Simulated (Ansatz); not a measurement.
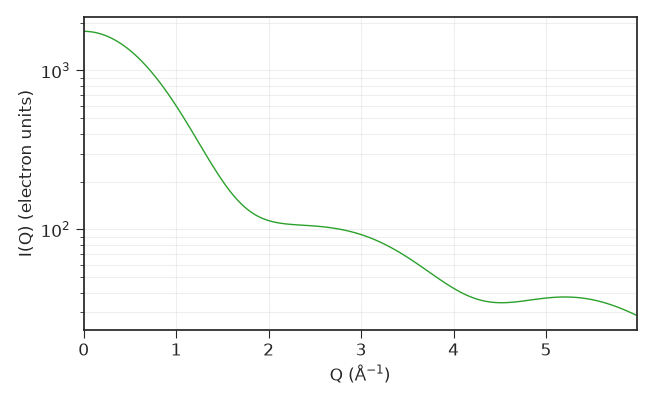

Elastic X-ray scattering of a randomly oriented, rigid molecule, calculated with the Debye equation from neutral-atom form factors (independent atoms, no Compton part, no vibration). The geometry is the end point of an optimisation (RKS PBE-D4/STO-3G in Ansatz 0.2.0); it may be a saddle point or a higher isomer. It contains B, O, C, H.

### How many electrons does the independent-atom model of the molecule hold?

I(0) is the square of the electron number: I(0) = 1760, so about 42 electrons, the count of CH7BO3.

### What radius of gyration does the initial fall-off give?

From I(Q) ≈ I(0) exp(−Q²R²/3) at small Q, R ≈ 1.82 Å. It is larger than the electron-weighted radius of the nuclear positions alone (1.67 Å), because each atom's electron cloud adds to it.
